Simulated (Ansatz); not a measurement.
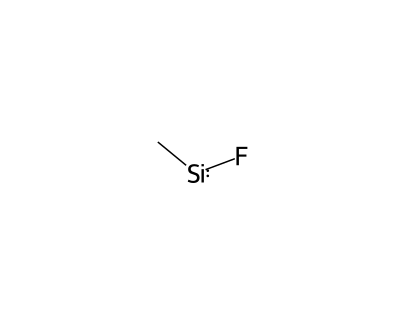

Skeletal drawing of a molecule.

Give its SMILES.

C[Si]F

What is the molecular formula?

CH3FSi.

An optimisation with PBE0-D4/def2-TZVP gave a structure of which point group?

Cs.

The parts below concern this one geometry. Atoms keep their numbers from picture to picture. The computed structure is the end point of a PBE0-D4/def2-TZVP optimisation.

### Dipole moment

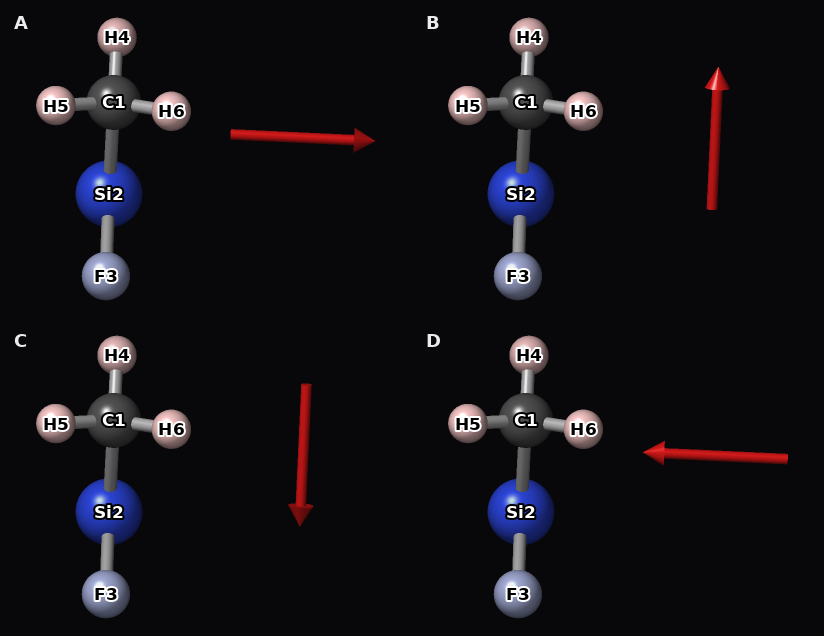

The same molecule four times, each with an arrow. Level of theory: RKS PBE0-D4/def2-TZVP (Ansatz 0.2.0).

Which arrow points along the dipole moment, from the negative to the positive end?

B. The dipole moment is 1.58 D; it points from the side of F3 to the side of H4 (the outermost atoms at the two ends).

### Vibrations

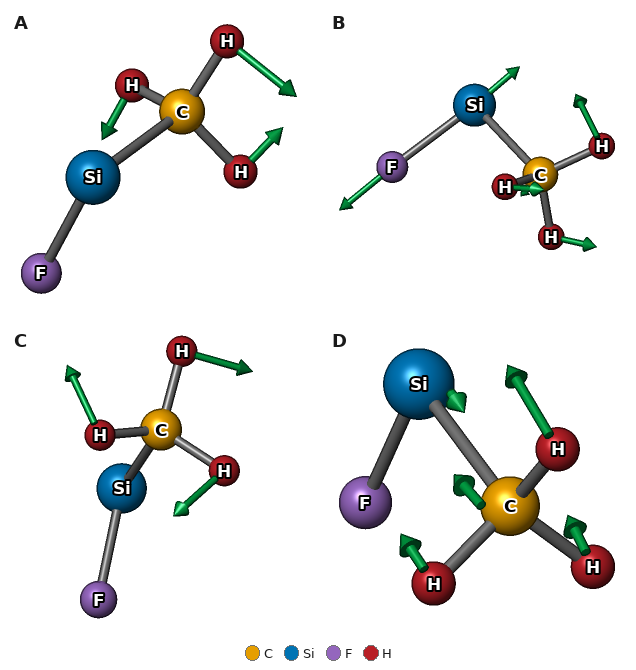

4 normal modes of one molecule or complex, as arrows. Harmonic vibrations computed with RKS PBE0-D4/def2-TZVP (Ansatz 0.2.0) at a stationary point of the same level.

Match the panels to the wavenumbers 79 cm⁻¹, 665 cm⁻¹, 839 cm⁻¹, 1428 cm⁻¹.

A: 1428 cm⁻¹, H–C–H bending
B: 839 cm⁻¹
C: 79 cm⁻¹, a torsion or out-of-plane motion in which bond lengths and bond angles hardly change
D: 665 cm⁻¹, C–Si stretching

### Charges

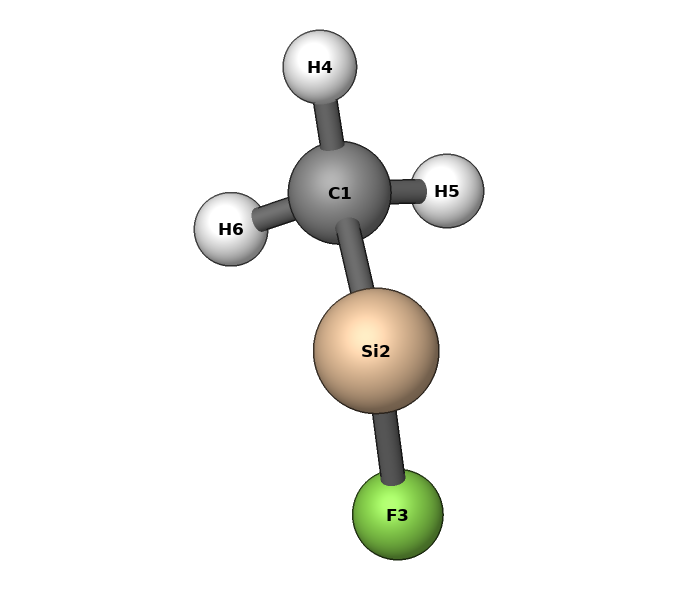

The questions are on Mulliken charges. Level of theory: RKS r2SCAN-D4/def2-TZVPP (Ansatz 0.2.0).

Which atom carries the highest charge (most positive or least negative)?

Si2 (0.39 e).

And the lowest?

F3 (−0.31 e).

Give the Mulliken charges atom by atom.

| atom | value (e) |
| --- | --- |
| C1 | −0.29 |
| Si2 | 0.39 |
| F3 | −0.31 |
| H4 | 0.07 |
| H5 | 0.07 |
| H6 | 0.07 |

Mulliken values depend strongly on the basis set and can even reverse the polarity of a bond.
